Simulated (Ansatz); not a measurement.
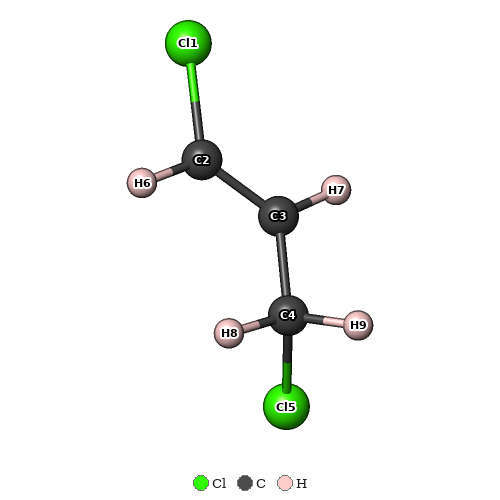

The system is C₃H₄Cl₂, SMILES ClC=CCCl; the picture shows the reference structure. The first coordinate is: dihedral C2–C3–C4–Cl5; the second: dihedral Cl1–C2–C3–C4. Nothing is relaxed (all other coordinates rigid). The grid has 10 × 10 points. Energies are in kJ/mol, from the lowest grid point. Energies and slopes of some neighbouring points disagree (a jump in structure or state, or too coarse a mesh). The dihedral twists a double bond; near 90° a spin-restricted reference is unreliable. These are results of RKS r2SCAN-D4/def2-SVP in Ansatz, not measurements.

Its coordinates:

```json
{"atom": "Cl", "x (Å)": "-1.0557", "y (Å)": "-1.2757", "z (Å)": "2.4329"}
{"atom": "C", "x (Å)": "-0.8600", "y (Å)": "-0.5569", "z (Å)": "0.8741"}
{"atom": "C", "x (Å)": "0.3292", "y (Å)": "-0.2080", "z (Å)": "0.3685"}
{"atom": "C", "x (Å)": "0.4588", "y (Å)": "0.3915", "z (Å)": "-0.9838"}
{"atom": "Cl", "x (Å)": "1.1076", "y (Å)": "2.0880", "z (Å)": "-0.8850"}
{"atom": "H", "x (Å)": "-1.8047", "y (Å)": "-0.4161", "z (Å)": "0.3387"}
{"atom": "H", "x (Å)": "1.2432", "y (Å)": "-0.3556", "z (Å)": "0.9538"}
{"atom": "H", "x (Å)": "-0.5059", "y (Å)": "0.4465", "z (Å)": "-1.5074"}
{"atom": "H", "x (Å)": "1.1761", "y (Å)": "-0.1603", "z (Å)": "-1.6089"}
```

Range: dihedral C2–C3–C4–Cl5 from −180 to 144°; dihedral Cl1–C2–C3–C4 from −180 to 144°.

> Predict the map.

The lowest grid point is at dihedral C2–C3–C4–Cl5 = 108°, dihedral Cl1–C2–C3–C4 = 0°. Other grid points that lie below all their neighbours: dihedral C2–C3–C4–Cl5 = −108°, dihedral Cl1–C2–C3–C4 = 0° (0.35 kJ/mol higher); dihedral C2–C3–C4–Cl5 = 108°, dihedral Cl1–C2–C3–C4 = −180° (0.41 kJ/mol higher); dihedral C2–C3–C4–Cl5 = −108°, dihedral Cl1–C2–C3–C4 = −180° (0.7 kJ/mol higher). The highest grid point, dihedral C2–C3–C4–Cl5 = −144°, dihedral Cl1–C2–C3–C4 = 108°, lies 264 kJ/mol above the lowest.

```
dihedral Cl1–C2–C3–C4 ↓, dihedral C2–C3–C4–Cl5 →  −180  −144  −108  −72  −36    0   36   72  108  144
                                             144    78    78    65   70   81   72   66   71   62   61
                                             108   254   264   244  241  263  257  239  245  241  234
                                              72   258   238   241  251  254  257  261  243  241  261
                                              36    72    62    60   76  144  137   80   68   62   69
                                               0     5     1     0    5   66  210   66    5    0    1
                                             −36    73    70    63   69   81  139  145   77   61   62
                                             −72   258   263   243  244  262  260  257  253  242  238
                                            −108   254   234   240  243  237  254  262  240  242  263
                                            −144    78    61    62   70   65   70   80   70   64   77
                                            −180    17     7     1   10   10    7   11   10    0    6
```

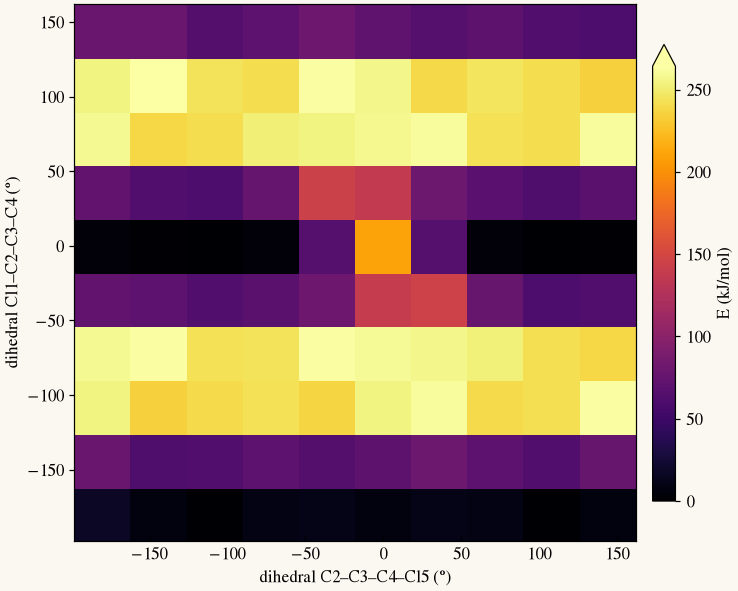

In the figure: one coloured cell a grid point, one colour for all values above the top of the scale.

Each point was launched as `ansatz run input.yaml --threads 1 --pin off --max-ram 2560MiB --backend cpu --events-out ev --progress --plain --runs-dir out`. The whole map (100 points run) took 12 min on 1 thread of Arm Neoverse V1, on a shared host.
